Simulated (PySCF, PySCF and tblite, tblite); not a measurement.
# PhCH2CF2CH3 (C9H10F2): conformers and averaged spectra

Aim: find the conformers of PhCH2CF2CH3 (C9H10F2) (`CC(F)(F)Cc1ccccc1`), weigh them, and average their properties.

Programs: PySCF 2.14.0 with density-fitted response routines of our own, and tblite 0.8.0. All values are computed, except where a source is named. Atoms count from 0 throughout.

## 1. The molecule as given

21 atoms, charge 0, multiplicity 1; geometry from: MMFF94s geometry.

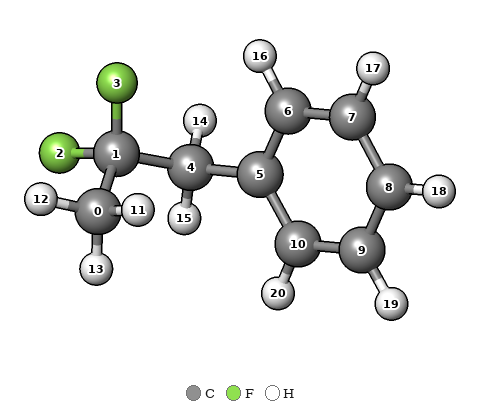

The starting geometry (carbon grey, fluorine green, hydrogen white), atoms numbered.

## 2. GFN2-xTB relaxation, conformer 1

What the job is given:

```
{"job": {"xc": "GFN2-xTB", "basis": "xTB", "kind": "relax"}, "charge": 0, "multiplicity": 1}
C     -2.409800    -0.471000     0.873400
C     -2.023600     0.934900     0.439400
F     -3.098500     1.525700    -0.110000
F     -1.723300     1.674400     1.544000
C     -0.869500     0.998800    -0.547300
C      0.398200     0.309900    -0.124700
C      1.162900     0.820900     0.937900
C      2.339400     0.179900     1.350000
C      2.763700    -0.981100     0.690900
C      2.010500    -1.489800    -0.367400
C      0.839800    -0.849800    -0.779200
H     -1.629300    -0.963900     1.446300
H     -3.306600    -0.419500     1.530100
H     -2.673500    -1.085100     0.005300
H     -0.637200     2.062500    -0.754000
H     -1.210900     0.592400    -1.502500
H      0.846300     1.721600     1.468600
H      2.912400     0.570500     2.172800
H      3.671000    -1.473700     1.010600
H      2.354100    -2.384800    -0.879300
H      0.275100    -1.255700    -1.605900
```

Launch:

```console
OMP_NUM_THREADS=1 python ens_run.py task.json out
```

This one command runs the whole study; its stages follow in the order run.

Standard output:

```text
step      E/eV     max force
  0    -920.72201    1.073
  1    -920.78693    0.395
  2    -920.80065    0.229
  3    -920.80796    0.201
  4    -920.81146    0.120
  5    -920.81318    0.086
  6    -920.81449    0.087
  7    -920.81572    0.089
  8    -920.81659    0.068
  9    -920.81710    0.046
 10    -920.81745    0.047
 11    -920.81774    0.043
 12    -920.81806    0.046
 13    -920.81845    0.064
 14    -920.81892    0.056
 15    -920.81942    0.045
 16    -920.81992    0.051
 17    -920.82039    0.051
 18    -920.82082    0.045
 19    -920.82117    0.047
 20    -920.82143    0.041
 21    -920.82166    0.039
 22    -920.82166    0.039
 23    -920.82179    0.031
 24    -920.82207    0.027
 25    -920.82216    0.028
 26    -920.82237    0.030
 27    -920.82249    0.025
 28    -920.82261    0.027
 29    -920.82274    0.030
 30    -920.82289    0.026
 31    -920.82301    0.029
 32    -920.82311    0.034
 33    -920.82324    0.032
 34    -920.82344    0.039
 35    -920.82373    0.039
 36    -920.82406    0.038
 37    -920.82439    0.046
 38    -920.82476    0.045
 39    -920.82517    0.046
 40    -920.82562    0.044
 41    -920.82608    0.050
 42    -920.82656    0.055
 43    -920.82704    0.042
 44    -920.82739    0.033
 45    -920.82753    0.026
 46    -920.82758    0.025
 47    -920.82762    0.022
 48    -920.82770    0.021
 49    -920.82779    0.022
 50    -920.82785    0.015
 51    -920.82788    0.012
 52    -920.82791    0.009
 53    -920.82794    0.012
 54    -920.82798    0.017
 55    -920.82802    0.016
 56    -920.82805    0.013
 57    -920.82809    0.013
 58    -920.82812    0.012
 59    -920.82815    0.011
 60    -920.82817    0.010
 61    -920.82820    0.011
 62    -920.82822    0.011
 63    -920.82824    0.008
 64    -920.82825    0.009
 65    -920.82826    0.009
 66    -920.82828    0.012
 67    -920.82829    0.010
 68    -920.82831    0.009
 69    -920.82833    0.009
 70    -920.82835    0.010
 71    -920.82838    0.015
 72    -920.82842    0.017
 73    -920.82847    0.018
 74    -920.82852    0.015
 75    -920.82856    0.016
 76    -920.82860    0.016
 77    -920.82864    0.014
 78    -920.82868    0.013
 79    -920.82873    0.016
 80    -920.82879    0.019
 81    -920.82885    0.015
 82    -920.82889    0.014
 83    -920.82892    0.015
 84    -920.82896    0.016
 85    -920.82900    0.018
 86    -920.82905    0.013
 87    -920.82908    0.010
 88    -920.82910    0.010
 89    -920.82912    0.010
 90    -920.82913    0.008
 91    -920.82914    0.008
 92    -920.82915    0.007
 93    -920.82916    0.008
 94    -920.82917    0.007
 95    -920.82918    0.006
 96    -920.82918    0.005
 97    -920.82918    0.005
 98    -920.82919    0.005
 99    -920.82919    0.005
100    -920.82920    0.007
101    -920.82921    0.007
102    -920.82921    0.007
103    -920.82922    0.008
104    -920.82924    0.008
105    -920.82925    0.008
106    -920.82927    0.008
107    -920.82928    0.008
108    -920.82929    0.009
109    -920.82931    0.008
110    -920.82933    0.009
111    -920.82934    0.007
112    -920.82935    0.007
113    -920.82937    0.009
114    -920.82938    0.006
115    -920.82939    0.007
116    -920.82940    0.008
117    -920.82941    0.008
118    -920.82943    0.008
119    -920.82944    0.009
120    -920.82944    0.010
121    -920.82945    0.008
122    -920.82946    0.007
123    -920.82947    0.007
124    -920.82948    0.007
125    -920.82948    0.006
126    -920.82949    0.006
127    -920.82949    0.005
128    -920.82950    0.007
129    -920.82951    0.006
130    -920.82951    0.007
131    -920.82952    0.006
132    -920.82954    0.008
133    -920.82956    0.012
134    -920.82958    0.014
135    -920.82962    0.013
136    -920.82965    0.009
137    -920.82967    0.011
138    -920.82968    0.012
139    -920.82970    0.010
140    -920.82971    0.008
141    -920.82972    0.006
142    -920.82973    0.004
143    -920.82973    0.004
```

It took 1.1 s on 1 thread of Arm Neoverse V1, shared host.

Gain 0.108 eV; displacement 0.15 Å root mean square.

GFN2-xTB relaxation, conformer 2:

What the job is given:

```
{"job": {"xc": "GFN2-xTB", "basis": "xTB", "kind": "relax"}, "charge": 0, "multiplicity": 1}
C      3.333400     0.250300    -0.301400
C      1.830400     0.232800    -0.592700
F      1.489000     1.429000    -1.096500
F      1.598500    -0.695800    -1.550900
C      1.015800    -0.078900     0.678100
C     -0.479000    -0.110200     0.421500
C     -1.239500     1.061100     0.539600
C     -2.609800     1.032700     0.314300
C     -3.232800    -0.169500    -0.047400
C     -2.488200    -1.332100    -0.174200
C     -1.111000    -1.305300     0.052500
H      3.872000     0.471400    -1.218800
H      3.570700     1.029700     0.440000
H      3.677600    -0.717100     0.065800
H      1.222900     0.681900     1.445600
H      1.319600    -1.044200     1.099900
H     -0.768300     2.004700     0.814200
H     -3.203000     1.933300     0.402600
H     -4.308900    -0.184700    -0.227900
H     -2.961600    -2.259200    -0.461200
H     -0.536500    -2.213100    -0.059100
```

Standard output:

```text
step      E/eV     max force
  0    -920.69295    1.561
  1    -920.74440    0.360
  2    -920.75823    0.288
  3    -920.76536    0.205
  4    -920.76846    0.092
  5    -920.76968    0.099
  6    -920.77084    0.109
  7    -920.77180    0.073
  8    -920.77229    0.048
  9    -920.77258    0.036
 10    -920.77258    0.036
 11    -920.77272    0.032
 12    -920.77318    0.045
 13    -920.77333    0.043
 14    -920.77373    0.046
 15    -920.77405    0.041
 16    -920.77442    0.048
 17    -920.77471    0.044
 18    -920.77503    0.042
 19    -920.77532    0.045
 20    -920.77553    0.029
 21    -920.77566    0.025
 22    -920.77578    0.024
 23    -920.77593    0.035
 24    -920.77612    0.036
 25    -920.77629    0.030
 26    -920.77643    0.030
 27    -920.77661    0.036
 28    -920.77690    0.056
 29    -920.77727    0.057
 30    -920.77761    0.038
 31    -920.77783    0.030
 32    -920.77798    0.031
 33    -920.77814    0.033
 34    -920.77833    0.033
 35    -920.77853    0.040
 36    -920.77872    0.034
 37    -920.77888    0.033
 38    -920.77901    0.025
 39    -920.77908    0.018
 40    -920.77911    0.018
 41    -920.77914    0.017
 42    -920.77916    0.017
 43    -920.77918    0.010
 44    -920.77919    0.008
 45    -920.77920    0.009
 46    -920.77921    0.009
 47    -920.77923    0.008
 48    -920.77924    0.008
 49    -920.77925    0.008
 50    -920.77925    0.007
 51    -920.77926    0.004
 52    -920.77926    0.003
```

It took 0.38 s on 1 thread of Arm Neoverse V1, shared host.

Gain 0.086 eV; displacement 0.07 Å root mean square.

## 3. Shieldings, conformer 1: mPW1PW91/pcSseg-1 in dichloromethane

What the job is given:

```
{"job": {"xc": "mPW1PW91", "basis": "pcSseg-1", "solvent": "dichloromethane", "kind": "nmr", "pop": true}, "charge": 0, "multiplicity": 1}
C     -2.326109    -0.554344     0.775802
C     -1.990295     0.887885     0.448880
F     -3.106063     1.514674    -0.044234
F     -1.711416     1.564249     1.604154
C     -0.845842     1.077332    -0.550662
C      0.401994     0.360055    -0.114846
C      1.204473     0.896339     0.884687
C      2.338848     0.226366     1.306923
C      2.686641    -0.984297     0.731985
C      1.894243    -1.523086    -0.266974
C      0.757130    -0.855080    -0.686389
H     -1.460385    -1.034264     1.222964
H     -3.156810    -0.577733     1.477225
H     -2.608377    -1.077378    -0.132980
H     -0.660395     2.150828    -0.635362
H     -1.191232     0.706182    -1.516680
H      0.933898     1.838658     1.337084
H      2.953929     0.652049     2.085692
H      3.573454    -1.505707     1.060076
H      2.161024    -2.466008    -0.721119
H      0.142372    -1.279778    -1.467311
```

Standard output:

```text
coarse grid: 18152 points
cycle   1  E = -548.3109052557  dE =  1.734e+00  |g| = 7.740e-01  |ddm| = 4.307e+00
cycle   2  E = -548.2462673585  dE =  6.464e-02  |g| = 1.043e+00  |ddm| = 1.194e+00
cycle   3  E = -548.4223224279  dE = -1.761e-01  |g| = 9.244e-02  |ddm| = 6.415e-01
cycle   4  E = -548.4239640690  dE = -1.642e-03  |g| = 3.616e-02  |ddm| = 1.051e-01
cycle   5  E = -548.4242418153  dE = -2.777e-04  |g| = 1.061e-02  |ddm| = 4.094e-02
cycle   6  E = -548.4242685931  dE = -2.678e-05  |g| = 3.274e-03  |ddm| = 1.174e-02
cycle   7  E = -548.4242712431  dE = -2.650e-06  |g| = 5.952e-04  |ddm| = 2.980e-03
final grid: 177800 points
cycle   8  E = -548.5049081952  dE = -6.832e-05  |g| = 7.217e-03  |ddm| = 5.787e-02
cycle   9  E = -548.5049049264  dE =  3.269e-06  |g| = 8.853e-03  |ddm| = 1.420e-02
cycle  10  E = -548.5049202159  dE = -1.529e-05  |g| = 1.010e-03  |ddm| = 6.748e-03
cycle  11  E = -548.5049203894  dE = -1.735e-07  |g| = 2.341e-04  |ddm| = 8.819e-04
cycle  12  E = -548.5049203988  dE = -9.366e-09  |g| = 7.040e-05  |ddm| = 2.209e-04
cycle  13  E = -548.5049203998  dE = -1.054e-09  |g| = 3.038e-05  |ddm| = 9.007e-05
cycle  14  E = -548.5049204001  dE = -2.426e-10  |g| = 5.491e-06  |ddm| = 3.287e-05
converged SCF energy = -548.5049204001

GIAO shielding tensors (ppm)
atom      isotropic    diamagn.    paramagn.     s11        s22        s33       span
  0 C      161.447     251.008     -89.561    147.803    153.360    183.179     35.377
  1 C       54.266     248.084    -193.819     37.343     53.422     72.032     34.689
  2 F      286.994     472.332    -185.338    183.502    335.683    341.799    158.297
  3 F      293.590     477.695    -184.105    208.866    317.425    354.478    145.612
  4 C      137.620     247.557    -109.936    124.524    134.468    153.869     29.344
  5 C       44.214     263.440    -219.226    -60.077     15.635    177.083    237.160
  6 C       49.768     250.271    -200.502    -58.656     37.663    170.297    228.953
  7 C       51.521     253.742    -202.221    -59.710     36.034    178.239    237.949
  8 C       52.779     253.832    -201.053    -57.870     36.147    180.060    237.929
  9 C       51.456     253.726    -202.270    -59.748     36.396    177.721    237.470
 10 C       49.205     251.520    -202.315    -58.303     41.652    164.266    222.569
 11 H       30.623      31.819      -1.196     25.239     32.294     34.336      9.098
 12 H       30.076      27.244       2.832     26.148     27.630     36.449     10.300
 13 H       30.273      30.433      -0.159     26.300     28.538     35.982      9.682
 14 H       28.171      30.516      -2.346     25.008     27.406     32.098      7.089
 15 H       28.605      31.711      -3.105     24.704     28.434     32.677      7.974
 16 H       23.903      33.155      -9.252     19.797     22.343     29.570      9.773
 17 H       23.916      29.895      -5.979     20.405     24.356     26.988      6.583
 18 H       23.975      29.323      -5.348     20.599     24.855     26.472      5.873
 19 H       23.926      30.517      -6.591     20.453     24.401     26.923      6.470
 20 H       24.027      33.798      -9.771     20.426     22.762     28.892      8.466
```

Run time: 63 s. Hardware: 1 thread of Arm Neoverse V1, shared host; peak memory 1.2 GiB.

This run: HOMO -7.28 eV, LUMO -0.33 eV; dipole 2.72 D.

Orbitals, density, ELF and potential are computed afterwards from the orbital file.

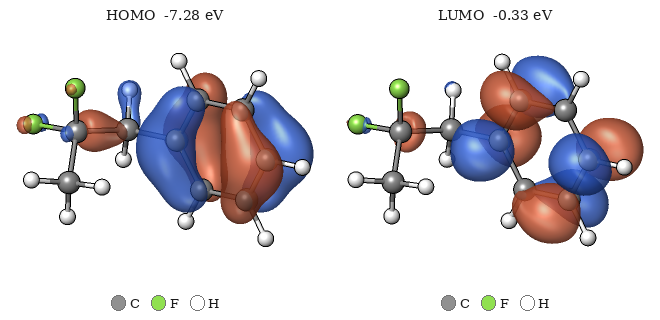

Frontier orbitals at mPW1PW91/pcSseg-1; each surface holds 70 % of the orbital's density, blue and red mark the sign.

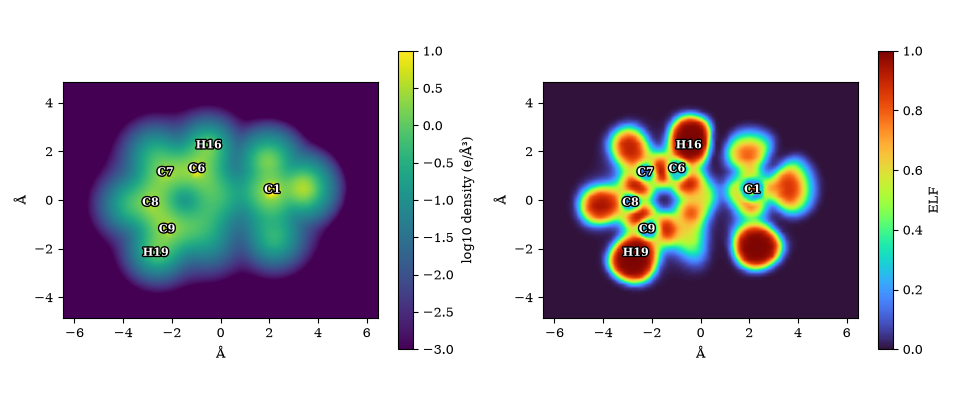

Density (left) and ELF (right) in a plane through or near 7 of the atoms.

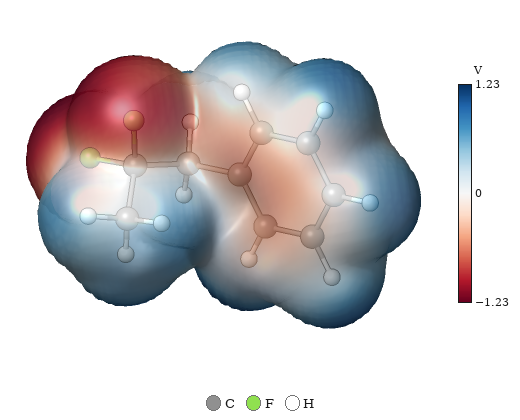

Electrostatic potential on the surface of density 0.002 e/bohr³; red is low, blue high. It runs, from the 1st to the 99th percentile, from -1.17 V near F2 to 1.23 V near H20.

## 4. Single-point energy, conformer 1: B3LYP/def2-SVP in dichloromethane

The job, as its differences from that of step 3:

```diff
@@ -1,2 +1,2 @@
-{"job": {"xc": "mPW1PW91", "basis": "pcSseg-1", "solvent": "dichloromethane", "kind": "nmr", "pop": true}, "charge": 0, "multiplicity": 1}
+{"job": {"xc": "B3LYP", "basis": "def2-SVP", "solvent": "dichloromethane", "kind": "sp"}, "charge": 0, "multiplicity": 1}
 C     -2.326109    -0.554344     0.775802
```

Standard output:

```text
coarse grid: 18152 points
cycle   1  E = -548.0546583722  dE =  1.568e+00  |g| = 8.157e-01  |ddm| = 5.660e+00
cycle   2  E = -547.9545738979  dE =  1.001e-01  |g| = 1.144e+00  |ddm| = 1.827e+00
cycle   3  E = -548.1836276784  dE = -2.291e-01  |g| = 1.081e-01  |ddm| = 1.039e+00
cycle   4  E = -548.1861211738  dE = -2.493e-03  |g| = 3.692e-02  |ddm| = 1.516e-01
cycle   5  E = -548.1864175914  dE = -2.964e-04  |g| = 1.308e-02  |ddm| = 5.363e-02
cycle   6  E = -548.1864612805  dE = -4.369e-05  |g| = 3.643e-03  |ddm| = 1.734e-02
cycle   7  E = -548.1864646816  dE = -3.401e-06  |g| = 7.327e-04  |ddm| = 4.226e-03
final grid: 177800 points
cycle   8  E = -548.2820792269  dE = -6.056e-05  |g| = 8.122e-03  |ddm| = 7.539e-02
cycle   9  E = -548.2820706743  dE =  8.553e-06  |g| = 1.084e-02  |ddm| = 1.840e-02
cycle  10  E = -548.2820935301  dE = -2.286e-05  |g| = 1.024e-03  |ddm| = 1.022e-02
cycle  11  E = -548.2820937477  dE = -2.176e-07  |g| = 1.719e-04  |ddm| = 1.158e-03
cycle  12  E = -548.2820937533  dE = -5.650e-09  |g| = 6.572e-05  |ddm| = 2.552e-04
cycle  13  E = -548.2820937543  dE = -9.438e-10  |g| = 2.940e-05  |ddm| = 1.051e-04
converged SCF energy = -548.2820937543
```

It took 18 s on 1 thread of Arm Neoverse V1, shared host; peak memory 0.87 GiB.

This run: HOMO -6.89 eV, LUMO -0.30 eV; dipole 2.53 D.

[end of part 1 of 2]
